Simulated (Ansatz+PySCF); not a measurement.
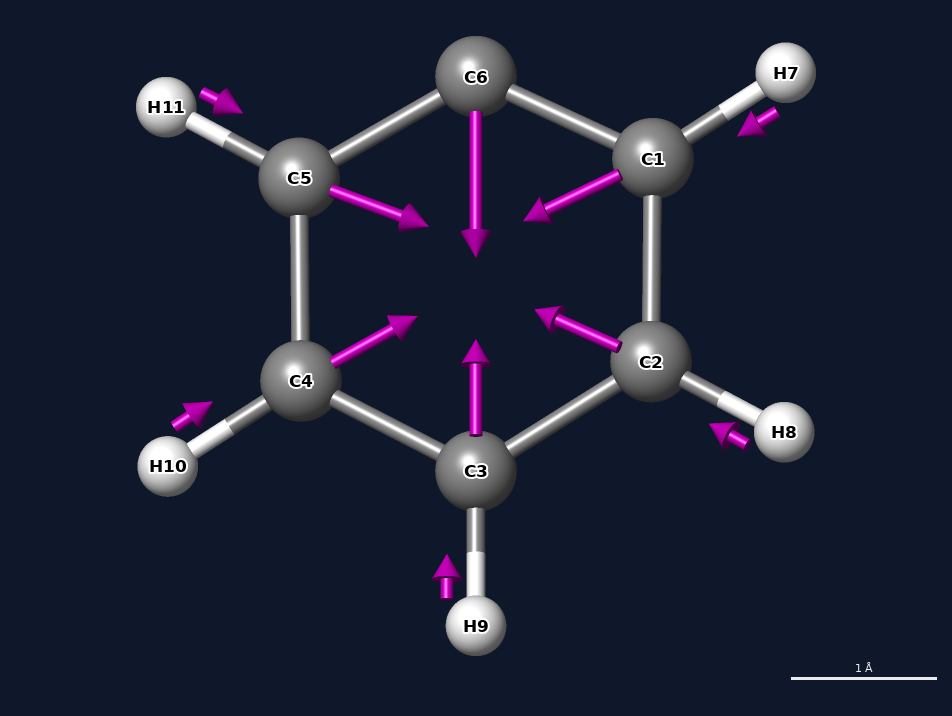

The picture comes from a calculation with Ansatz+PySCF.

Arrows show the forces on the atoms, 0.6 Å of arrow for 1 eV/Å; forces under a tenth of the largest aren't drawn. Charge 0, doublet. Level of theory: RO-MP2 (6 frozen)/cc-pVTZ (Ansatz).

**On which atom is the force largest, and how large is it?**

On C6: 1.72 eV/Å.

List the force components in the frame of the picture (x right, y up, z towards the viewer), in eV/Å.

```tsv
atom	Fx	Fy	Fz
C1	−1.12	−0.54	−0.16
C2	−0.98	0.44	−0.35
C3	0.00	1.11	−0.26
C4	0.98	0.54	0.12
C5	1.12	−0.42	0.38
C6	0.00	−1.68	0.39
H7	−0.47	−0.29	−0.05
H8	−0.45	0.25	−0.17
H9	0.00	0.53	−0.12
H10	0.45	0.30	0.04
H11	0.47	−0.24	0.17
```
